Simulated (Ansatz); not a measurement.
# Stack of 1T-HfS2 under 1T-MnSeTe, unshifted in a perpendicular field

What dipole does a perpendicular field induce in the stack of 1T-HfS2 under 1T-MnSeTe, unshifted? A positive field points along +c.

Method: plane-wave DFT, PBE-D3(BJ), Ansatz PAW, in Ansatz 0.2.0.

## 1. Starting point

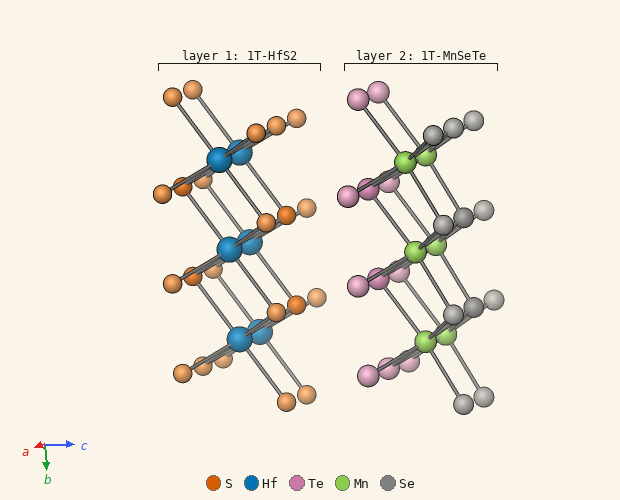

The starting structure, seen from the side, with the c axis across the page (sulfur orange, hafnium blue, tellurium pink, manganese green, selenium grey). 1×2×1 cells are drawn. Some periodic images of atoms are drawn too.

The cell holds 6 atoms: 2 S, 1 Hf, 1 Te, 1 Mn and 1 Se. Its edges and angles: a = 3.639 Å, b = 3.639 Å, c = 27.282 Å, α = 90.0°, β = 90.0°, γ = 120.0°. Regions: layer 1: 1T-HfS2, 3 atoms (2 S and 1 Hf); layer 2: 1T-MnSeTe, 3 atoms (1 Te, 1 Mn and 1 Se). Vacuum lies along c.

## 2. Relaxation

The starting cell is a guess, so the in-plane lattice and the atoms are relaxed first, with the slab cut off from its images along the normal. The program lengthens the vector along the normal by itself, so c and the volume that it reports differ from the typed ones.

Contents of input.yaml:

```yaml
crystal:
  lattice:
    - [3.63863825, 0.0, 0.0]
    - [-1.819319125, 3.1511531597, 0.0]
    - [0.0, 0.0, 27.2824165214]
  atoms:
    - { symbol: S, position: [0.6666666667, 0.3333333333, 0.3298828017] }
    - { symbol: Hf, position: [0.0, 0.0, 0.3887514725] }
    - { symbol: S, position: [0.3333333333, 0.6666666667, 0.4476201432] }
    - { symbol: Te, position: [0.6666666667, 0.3333333333, 0.5630791238] }
    - { symbol: Mn, position: [0.0, 0.0, 0.622384157], spin: 4.0 }
    - { symbol: Se, position: [0.3333333333, 0.6666666667, 0.6701171983] }
  periodic: [true, true, false]
magnetization:
  spin_polarized: true
kpoints:
  mp_grid: { grid: [12, 12, 1] }
hamiltonian:
  xc: pbe
  dispersion: d3bj
scf:
  occupations: { method: fermi_dirac, width: 0.05 }
  convergence: { dr2_threshold: 1.0e-09 }
relax:
  f_tol: 0.004
  max_steps: 90
  cell: {}
output:
  write_potential: true
  write_density: true
  volumetric_format: npy
```

Command:

```sh
> ansatz run input.yaml --threads 4 --pin off --max-ram 6144MiB --backend cpu --events-out ev --progress --plain --runs-dir out
```

Numbers of over 12 decimals in the logs are rounded to 6 here.

What it wrote:

```text
Warning: crystal.periodic: the lattice vector that does not repeat stood 0.000° off the slab's normal, 27.282 Å along it as the deck builds it. The run solves the slab on a vector along the normal, 42.365 Å long, with every atom where it was (on the deck's vector they left 18.00 Å outside them, and the widest stretch free of ions among them is 3.15 Å). A fractional position that the run reports is one of the run's ce [...]
Warning: relax.cell: scf.convergence.dr2_threshold = 1e-9 eV is looser than the 1.61372055373e-10 eV advised for a relaxation that steers and ends on the stress (1e-10 eV for each atom of the cell: 6, times the square of relax.cell.stress_2d_tol = 0.05 N/m over 19.3 Å (the atoms' height at the walk's start and 5 Å past either face), 2.593e-2 GPa, over a crystal's default 0.05). What an SCF threshold leaves in a stress goes as its square root, and in the free energy as the threshold itself, and one threshold admits the most on a small cell: [figures from the program's tests cut] Set scf.convergence.dr2_threshold to 1.61372055373e-10 eV or tighter. [rest of the remark cut]
crystal.periodic: the lattice vector that does not repeat stood 0.000° off the slab's normal, 27.282 Å along it as the deck builds it. The run solves the slab on a vector along the normal, 42.365 Å long, with every atom where it was (on the deck's vector they left 18.00 Å outside them, and the widest stretch free of ions among them is 3.15 Å). A fractional position that the run reports is one of the run's cell, which [...]
Engine: ansatz 0.2.0, aarch64-unknown-linux-gnu
Pseudopotentials: kind: paw
Pseudopotential: S, paw, valence charge 6, recommended cutoff 420 eV (normal), S.paw.azcp
Pseudopotential: Hf, paw, valence charge 26, recommended cutoff 420 eV (normal), Hf.paw.azcp
Pseudopotential: Te, paw, valence charge 16, recommended cutoff 420 eV (normal), Te.paw.azcp
Pseudopotential: Mn, paw, valence charge 15, recommended cutoff 420 eV (normal), Mn.paw.azcp
Pseudopotential: Se, paw, valence charge 16, recommended cutoff 420 eV (normal), Se.paw.azcp
Functional definition: PBE
  parameter kappa = 0.804
  parameter beta = 0.066725
  exchange = pbe_x(kappa = kappa, mu = beta*pi^2/3)
  correlation = pbe_c(beta = beta)
Crystal: 6 atoms, lattice volume = 485.751 Å³
Basis set: ecut = 420 eV, 9357 PW (Γ), exchange–correlation on 50×50×576 points (8 copies of the dense FFT grid, shifted against one another)
Bands: 54, of which v1, the nominal top of the filled ones, is band 43 counted from 1 (42 counted from 0)
Symmetry: 6 space group operations
Space group: P3m1 (ITA 156), of the structure as read, at distance tolerance 7.9e-5 Å
Magnetic group: BNS 156.49 (UNI 1279), of the structure as read, at distance tolerance 7.9e-5 Å
k-points: 19 of 144 (time reversal used)
Non-local potential: S, projectors of the file, l = 0: 2, l = 1: 2, l = 2: 2
Non-local potential: Hf, projectors of the file, l = 0: 3, l = 1: 2, l = 2: 2, l = 3: 3
Non-local potential: Te, projectors of the file, l = 0: 2, l = 1: 2, l = 2: 2, l = 3: 2
Non-local potential: Mn, projectors of the file, l = 0: 3, l = 1: 2, l = 2: 3, l = 3: 1
Non-local potential: Se, projectors of the file, l = 0: 2, l = 1: 2, l = 2: 3, l = 3: 1
PAW form: soft (Blöchl's): semilocal exchange-correlation on the pseudo side does not see the compensation charge
PAW one-centre angular grid: S, 110 points (default); XC on 64 Gauss nodes
PAW one-centre angular grid: Hf, 590 points (default); XC on 64 Gauss nodes
PAW one-centre angular grid: Te, 590 points (default); XC on 64 Gauss nodes
PAW one-centre angular grid: Mn, 590 points (default); XC on 64 Gauss nodes
PAW one-centre angular grid: Se, 590 points (default); XC on 64 Gauss nodes
Starting moments: Σ|m| = 4 μB on 1 of 6 sites
Initial wavefunctions: pseudopotential atomic-orbital guess
Functional: x = pbe(κ = 0.804, μ = 0.219515), c = pbe(β = 0.066725)
SCF iter   1: F=—  HF=-33881.102653 eV  |F-HF|=—  |Δ(HF+E_count)|=         —  Δρ=1.39e-2 (↑1.39e-2 ↓1.23e-2)  dr2=5.13e0  dr2_m=1.96e-1  M=3.107 μB ∫|m|=3.998 μB  β_m=0.30  ethr=3.10e-3  ⟨swp⟩=15.4  Hψ=12838  notcnv=0  defer=31
Mixer restart at iter 1: flushing history
preconditioner: auto → LDOS  [metal: Δε(μ)=0.029 eV  Ē_g=10.538 eV  σ=0.050 eV  W_gap=0.14  n_scr=56 (ndim 8)  ℏωp=11.8 eV  f_vac=0.697  D(μ)=1.08/eV (n_scr^D=8)]
spin=Collinear: LDOS preconditioning applied to the charge; magnetization (m = ρ↑ − ρ↓) channel mixes plain (no charge-response kernel on spin).
SCF iter   2: F=—  HF=-33880.307924 eV  |F-HF|=—  |Δ(HF+E_count)|=   7.95e-1  Δρ=8.46e-3 (↑8.46e-3 ↓7.04e-3)  dr2=1.03e0  dr2_m=1.23e-1  M=3.057 μB ∫|m|=3.957 μB  β_m=0.37  ethr=3.10e-3  ⟨swp⟩=3.9  Hψ=3705  notcnv=0  defer=153
SCF iter   3: F=—  HF=-33880.350469 eV  |F-HF|=—  |Δ(HF+E_count)|=   4.25e-2  Δρ=5.24e-3 (↑5.24e-3 ↓4.34e-3)  dr2=1.42e-1  dr2_m=6.68e-2  M=3.009 μB ∫|m|=3.872 μB  β_m=0.52  ethr=1.21e-3  ⟨swp⟩=3.2  Hψ=3582  notcnv=0  defer=153
SCF iter   4: F=—  HF=-33880.520229 eV  |F-HF|=—  |Δ(HF+E_count)|=         —  Δρ=5.17e-3 (↑5.17e-3 ↓4.89e-3)  dr2=7.18e-2  dr2_m=1.10e-1  M=2.888 μB ∫|m|=3.544 μB  β_m=0.52  ethr=1.67e-4  ⟨swp⟩=3.6  Hψ=4521  notcnv=0  defer=145
SCF iter   5: F=—  HF=-33880.528443 eV  |F-HF|=—  |Δ(HF+E_count)|=   8.21e-3  Δρ=3.14e-3 (↑3.14e-3 ↓3.04e-3)  dr2=1.75e-2  dr2_m=4.14e-2  M=2.882 μB ∫|m|=3.488 μB  β_m=0.76  ethr=8.45e-5  ⟨swp⟩=2.4  Hψ=3563  notcnv=0  defer=146
SCF iter   6: F=—  HF=-33880.542445 eV  |F-HF|=—  |Δ(HF+E_count)|=   1.40e-2  Δρ=8.88e-4 (↑8.88e-4 ↓8.47e-4)  dr2=1.75e-2  dr2_m=1.96e-3  M=2.863 μB ∫|m|=3.389 μB  β_m=0.61  ethr=2.06e-5  ⟨swp⟩=3.0  Hψ=4809  notcnv=0  defer=142
SCF iter   7: F=—  HF=-33880.535120 eV  |F-HF|=—  |Δ(HF+E_count)|=   7.32e-3  Δρ=2.76e-4 (↑2.50e-4 ↓2.76e-4)  dr2=2.11e-3  dr2_m=2.71e-4  M=2.860 μB ∫|m|=3.383 μB  β_m=0.73  ethr=2.05e-5  ⟨swp⟩=2.5  Hψ=4244  notcnv=0  defer=142
SCF iter   8: F=—  HF=-33880.535017 eV  |F-HF|=—  |Δ(HF+E_count)|=   1.03e-4  Δρ=9.12e-5 (↑7.81e-5 ↓9.12e-5)  dr2=3.68e-4  dr2_m=1.59e-5  M=2.857 μB ∫|m|=3.376 μB  β_m=0.70  ethr=2.48e-6  ⟨swp⟩=2.4  Hψ=3246  notcnv=0  defer=141
SCF iter   9: F=—  HF=-33880.535029 eV  |F-HF|=—  |Δ(HF+E_count)|=   1.26e-5  Δρ=2.82e-5 (↑2.51e-5 ↓2.82e-5)  dr2=1.72e-5  dr2_m=2.64e-7  M=2.856 μB ∫|m|=3.377 μB  β_m=0.70  ethr=4.33e-7  ⟨swp⟩=2.4  Hψ=2909  notcnv=0  defer=139
SCF iter  10: F=—  HF=-33880.535032 eV  |F-HF|=—  |Δ(HF+E_count)|=   2.85e-6  Δρ=1.09e-5 (↑9.19e-6 ↓1.09e-5)  dr2=2.36e-6  dr2_m=1.92e-7  M=2.856 μB ∫|m|=3.377 μB  β_m=0.71  ethr=2.02e-8  ⟨swp⟩=3.0  Hψ=4272  notcnv=0  defer=139
[...]
spin=Collinear: LDOS preconditioning applied to the charge; magnetization (m = ρ↑ − ρ↓) channel mixes plain (no charge-response kernel on spin).
SCF iter   2: F=—  HF=-33880.990711 eV  |F-HF|=—  |Δ(HF+E_count)|=   1.45e-4  Δρ=4.22e-6 (↑4.22e-6 ↓1.85e-6)  dr2=9.32e-8  dr2_m=1.86e-8  M=2.898 μB ∫|m|=3.501 μB  β_m=0.43  ethr=5.76e-10  ⟨swp⟩=4.9  Hψ=6614  notcnv=0
SCF iter   3: F=—  HF=-33880.990711 eV  |F-HF|=—  |Δ(HF+E_count)|=   2.36e-8  Δρ=2.03e-6 (↑2.03e-6 ↓1.24e-6)  dr2=4.53e-8  dr2_m=4.68e-9  M=2.898 μB ∫|m|=3.501 μB  β_m=0.54  ethr=1.10e-10  ⟨swp⟩=2.9  Hψ=4207  notcnv=0
SCF iter   4: F=—  HF=-33880.990711 eV  |F-HF|=—  |Δ(HF+E_count)|=   2.13e-8  Δρ=7.86e-7 (↑7.86e-7 ↓5.56e-7)  dr2=8.97e-9  dr2_m=6.83e-10  M=2.898 μB ∫|m|=3.501 μB  β_m=0.52  ethr=5.33e-11  ⟨swp⟩=2.7  Hψ=3418  notcnv=0
SCF iter   5: F=—  HF=-33880.990711 eV  |F-HF|=—  |Δ(HF+E_count)|=   7.68e-9  Δρ=2.00e-7 (↑2.00e-7 ↓1.59e-7)  dr2=1.02e-9  dr2_m=3.84e-11  M=2.898 μB ∫|m|=3.501 μB  β_m=0.57  ethr=1.06e-11  ⟨swp⟩=2.8  Hψ=3591  notcnv=0
SCF iter   6: F=—  HF=-33880.990711 eV  |F-HF|=—  |Δ(HF+E_count)|=   4.05e-9  Δρ=9.51e-8 (↑9.51e-8 ↓3.85e-8)  dr2=6.82e-11  dr2_m=1.05e-11  M=2.898 μB ∫|m|=3.501 μB  β_m=0.59  ethr=1.20e-12  ⟨swp⟩=3.1  Hψ=4306  notcnv=0
iter 7 met the thresholds in force, and the SCF goes on: an eigenvalue changes by 0.18 meV, over its tolerance of 0.05 meV (output.eigenvalues, Limitations)
SCF iter   7: F=-33880.990711 eV  HF=-33880.990711 eV  |F-HF|=2.11e-10  |Δ(HF+E_count)|=   1.65e-9  Δρ=6.87e-8 (↑1.99e-8 ↓6.87e-8)  dr2=7.42e-11  dr2_m=3.89e-12  M=2.898 μB ∫|m|=3.501 μB  β_m=0.65  ethr=1.00e-12  ⟨swp⟩=13.0  Hψ=14565  notcnv=0
iter 8 met the thresholds in force, and the SCF goes on: an eigenvalue changes by 0.07 meV, over its tolerance of 0.05 meV (output.eigenvalues, Limitations)
SCF iter   8: F=-33880.990711 eV  HF=-33880.990711 eV  |F-HF|=1.38e-10  |Δ(HF+E_count)|=  2.91e-11  Δρ=5.24e-8 (↑1.33e-8 ↓5.24e-8)  dr2=5.90e-11  dr2_m=2.25e-12  M=2.898 μB ∫|m|=3.501 μB  β_m=1.00  ethr=1.00e-12  ⟨swp⟩=6.4  Hψ=10396  notcnv=0
Mixer restart at iter 8: flushing history
SCF iter   9: F=-33880.990711 eV  HF=-33880.990711 eV  |F-HF|=6.48e-10  |Δ(HF+E_count)|=  1.96e-10  Δρ=2.79e-8 (↑2.79e-8 ↓1.85e-8)  dr2=4.67e-10  dr2_m=3.29e-13  M=2.898 μB ∫|m|=3.501 μB  ethr=1.00e-12  ⟨swp⟩=7.4  Hψ=10915  notcnv=0
WARN: dispersion: an atom stands within reach of a switch of its C6 between two reference coordination numbers of its element: through that C6 alone, e_disp changes by 0.025 eV or more while the distances to its neighbours run over a stretch of 0.05 Å that contains this geometry (sites counted from 0 in the run's list of atoms or, in a supercell that it derives, in that cell's: here a list of 6) — site 4 (Mn): coordination number 5.710 (about 5.50 to 5.92 with every neighbour 0.05 Å farther or nearer), switch near 5.763 between the references 1.641 (weight 0.97) and 9.885 (weight 0.03), e_disp changing by some 0.19 eV. [rest of the remark cut]
SCF 17 converged in 9 iterations: F = -33880.990711 eV  dr2 = 4.67e-10
relax step  17: F+E_penalty+E_count = -33880.99071058 eV  Δ(F+E_penalty+E_count) = +3.007e-4 eV  max|allowed force component| = 9.482e-4 eV/Å  Δτ_max = 0.0000 Å  P = +0.000 N/m  Ω = 479.026 Å³  fix = [c, alpha, beta]  reactions: c +0.000 N/m  stress off target by 3.97e-4 N/m on what of the cell is left free  SCF on the basis re-selected at this cell (its energy is not comparable with the rows above)  (9 SCF iters)
basis re-selected at this cell: Δ(F+E_penalty+E_count) = +3.007e-4 eV, ΔP = +0.002 N/m vs the last step (what re-selecting the basis moved, of the pressure what is left beyond the Pulay correction that the steps carried, after the strain that the cell walked since its last selection, with what the two solves' SCF thresholds leave and, on support functions, any second-order correction that the steps lacked; it is no m [...]
WARN: The output density's exchange-correlation potential varies sharply where the density is thin. Do not read a vacuum level from v_tot or v_xc, or from such a field of the output density. On a cell that repeats whose density bears no net charge and no dipole along the vacuum's axis use v_es (v_loc + v_h of the components); under efield.dipole_correction with no amplitude use v_es + v_field, which holds any externa [...]
SCF converged after 9 iterations
an eigenvalue changed by more than its tolerance at an iteration that met the thresholds in force, so the SCF went on 2 times, its first undamped step at iteration 8: the last check found none over its tolerance
Magnetization: 2.8979 μB (43.9490 up, 41.0510 down)
Absolute magnetization: 3.4989 μB (∫|ρ↑−ρ↓|, with the PAW one-centre terms)
Spin contamination: 0.2179 ħ² per cell (⟨S²⟩ above its minimum at these occupations)
Per-site moments (μB) at R_I (Å): [(-0.00030948, 1.048712), (0.00192804, 1.048712), (-0.00180172, 1.052476), (-0.109072, 1.118832), (2.955710, 1.026038), (-0.067507, 1.026038)]
Free energy (F): -33880.990711 eV
Harris-Foulkes:  -33880.990711 eV  (|F-HF|=6.48e-10)
Internal energy: -33880.973194 eV  (E = F + TS)
E sigma→0 (E₀):  -33880.981952 eV
Entropy (-TS):   -0.017516 eV (-2.919 meV/atom)
Fermi energy:    -5.130794 eV
--- Per-component energies (eV) ---
  E_band       = -2418.983852
  E_kinetic    = 1235.236949
  E_local      = -408099.450429  (includes V_loc(G=0)·N_el)
  E_nonlocal   = -1848.004013
  E_hartree    = 203063.787010
  E_xc         = -835.046992
  E_vxc        = -786.936199  (∫ρ·V_xc dr)
  E_paw        = -16003.051991  (= ΣΔE_a)
  E_vpaw       = 952.596147  (= ΣTr[D̂ρ^β])
  E_aug_tail   = -0.000776  (compensation charges beyond the density's cutoff)
  E_ewald      = 188607.527949
  E_disp       = -1.970901  (pairwise vdW)
  E_smearing   = -0.017516  (= −TS)
  E_closure    = 0.000000  (closes the sum)
  Σ components = -33880.990711   (vs F -33880.990711, Δ=0.00e0)
--- Forces (eV/Å), atoms counted from 1 ---
  atom   1  S      0.00000000     0.00000000     0.00002370
  atom   2  Hf     0.00000000     0.00000000    -0.00016789
  atom   3  S      0.00000000    -0.00000000     0.00025620
  atom   4  Te     0.00000000     0.00000000     0.00094830
  atom   5  Mn     0.00000000    -0.00000000    -0.00037445
  atom   6  Se     0.00000000    -0.00000000    -0.00068507
  max |Σ_I F_I| component: 7.92e-7 eV/Å
--- 2D stress c σ (N/m, compression-positive) ---
        0.000397      -0.000000       0.000000
       -0.000000       0.000397      -0.000000
        0.000000      -0.000000       0.000000
  P = ½ c Tr σ = 0.0004 N/m
--- Band table (eV; the first three rows and the last of 38) ---
  k-point 0 ↑: bands = [... 39 lower, -6.3537, -6.3537, -6.0897, -4.5962, -4.5962, -4.2367, -4.2367, -3.5242, ... 7 higher]
  k-point 1 ↑: bands = [... 39 lower, -6.8608, -6.5531, -6.0093, -5.0049, -4.6986, -4.2195, -3.9868, -3.6546, ... 7 higher]
  k-point 2 ↑: bands = [... 39 lower, -6.9612, -6.9338, -6.0055, -5.7139, -5.0011, -4.5659, -4.3826, -3.4854, ... 7 higher]
  k-point 18 ↓: bands = [... 39 lower, -7.4239, -7.3878, -4.3803, -4.2551, -4.2073, -3.7189, -3.4707, -3.2102, ... 7 higher]
  the weakly bound empty levels are not read free of the cell's end (no_gap_told)
--- Relaxed structure (16 steps of the walk, 13 accepted, 1 SCFs on fresh bases) ---
  F+E_penalty+E_count = -33880.99071058 eV   max|allowed force component| = 9.482e-4 eV/Å   (the final SCF, on the basis selected at the relaxed cell)
  cell:  # Å, volume = 479.0263 Å³
    - [3.613363, 0, 0]
    - [-1.806682, 3.129264, 0]
    - [0, 0, 42.364833]
  atoms:
    - { symbol: S, position: [0.666667, 0.333333, 0.217329] }
    - { symbol: Hf, position: [2.4542342096782595e-18, 0, 0.251627] }
    - { symbol: S, position: [0.333333, 0.666667, 0.286301] }
    - { symbol: Te, position: [0.666667, 0.333333, 0.358988] }
    - { symbol: Mn, position: [-1.7402067519473093e-18, 0, 0.399903] }
    - { symbol: Se, position: [0.333333, 0.666667, 0.431877] }
```

It took 7.7 min on 4 threads of Arm Neoverse V2, shared host; peak memory 1.5 GiB; 30 min of CPU time.

The steps of the relaxation:

```csv
step,energy less that of the first step (eV),largest force component (eV/Å),volume (Å³)
1,0.0000,1.7686,485.75
2,-0.3714,3.3168,482.64
3,0.2280,2.6444,482.90
4,-0.3626,0.8407,485.37
5,-0.4239,0.5230,484.86
6,-0.4424,0.6467,478.69
7,-0.4517,0.4304,478.39
8,-0.4428,1.5031,478.70
9,-0.4548,0.2496,479.82
10,-0.4558,0.0906,479.55
11,-0.4559,0.0308,479.16
12,-0.4559,0.0223,478.98
13,-0.4559,0.0189,478.93
14,-0.4560,0.0179,478.88
15,-0.4560,0.0085,478.91
16,-0.4560,0.0009,479.03
17*,-0.4557,0.0009,479.03
```

Relaxation steps marked * repeat the geometry before them on a plane-wave basis chosen anew for their cell, so energy and pressure can jump there. Relaxation steps 3, 4, 8 were tried and not accepted.

The run keeps the 6 symmetry operations that it works with, so distortions that break them were not tested.

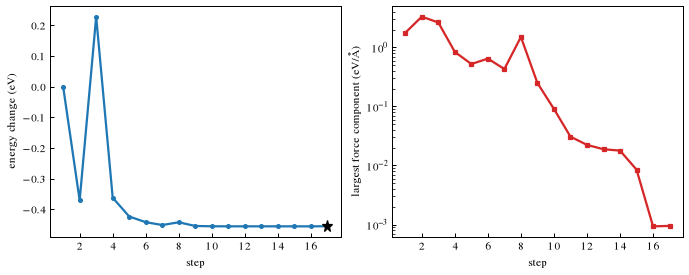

Energy and largest force along the relaxation. Stars mark steps on a basis chosen anew.

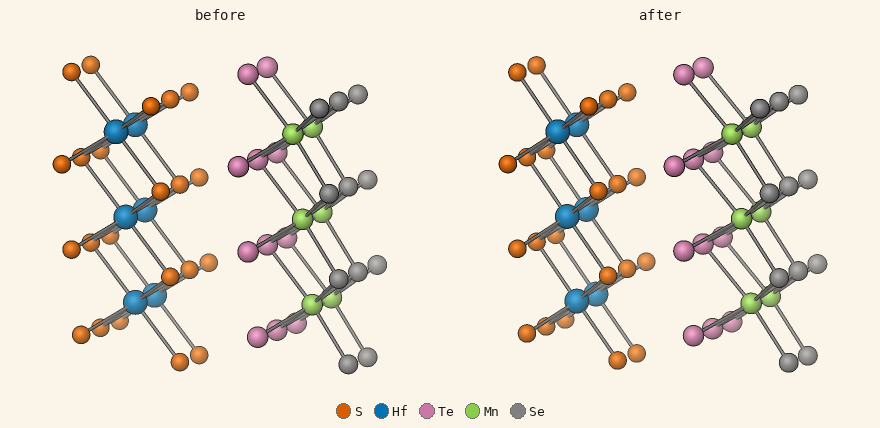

The structure before and after the relaxation, drawn at the same scale.

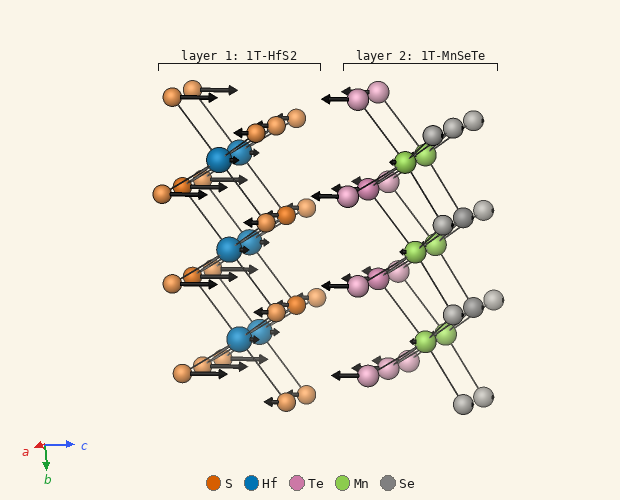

Displacements in the relaxation, exaggerated, measured against the changing cell; the longest in the cell stands for 0.21 Å. 1×2×1 cells are drawn. Some periodic images of atoms are drawn too.

```csv
cell as run,before,after,change
a (Å),3.639,3.613,-0.7 %
b (Å),3.639,3.613,-0.7 %
```

The atoms that moved most (Å, along periodic axes as changes of fractional coordinates times the final cell, across vacuum about the mean position):

```csv
atom,dx,dy,dz,length
S1,0.000,0.000,0.207,0.207
Te4,0.000,0.000,-0.154,0.154
S3,0.000,0.000,-0.083,0.083
Hf2,0.000,0.000,0.054,0.054
Mn5,0.000,0.000,-0.038,0.038
Se6,0.000,0.000,0.014,0.014
```

Final coordinates:

```xyz
6
Lattice="3.6134 0.0000 0.0000 -1.8067 3.1293 0.0000 0.0000 0.0000 42.3648" Properties=species:S:1:pos:R:3
S     1.8067    1.0431    9.2071
Hf    0.0000    0.0000   10.6601
S     0.0000    2.0862   12.1291
Te    1.8067    1.0431   15.2085
Mn    0.0000    0.0000   16.9418
Se    0.0000    2.0862   18.2964
```

Numbers from this step:

```yaml
energy_at_zero_smearing: -33880.9820 eV
total_moment: 2.898 μB
site_moments: -3.09e-4, 0.001928, -0.001802, -0.1091, 2.956, -0.06751 μB
```

Site moment by atom:

```csv
atom,site moment (μB)
S1,0.00
Hf2,0.00
S3,0.00
Te4,-0.11
Mn5,2.96
Se6,-0.07
```

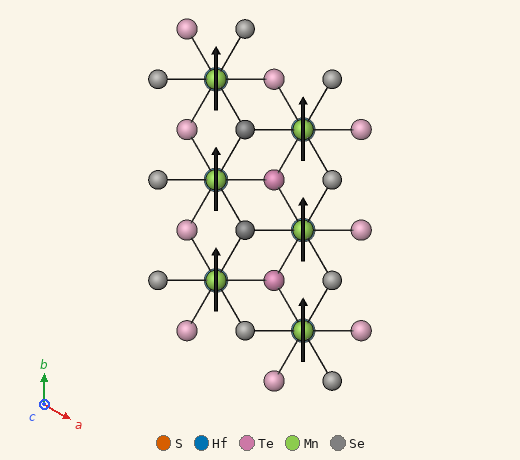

Site moment as arrows, the longest 2.96 μB. Up and down stand for the sign. Arrows give size and sign along the axis of quantisation, drawn up and down the page. S lies hidden behind other atoms in this view. 1×2×1 cells are drawn. Some periodic images of atoms are drawn too.

The lattice constant a goes from 3.639 to 3.613 Å.

(Part 1 of 3 ends here.)

[Logs are printed without paths, hosts, clocks, repeated set-up lines and the standing remarks that a program may print on its own settings, such as how far it seeks lower states.]

[Hosts, paths, dates, database ids (printed as entryN), source tags and the programs' standing remarks are cut or masked in the printed files.]

[Maps of the electrostatic potential energy from Ansatz leave out the sawtooth potential of an applied field or a dipole correction, so their vacuum need not be flat; planar profiles and work functions include it.]
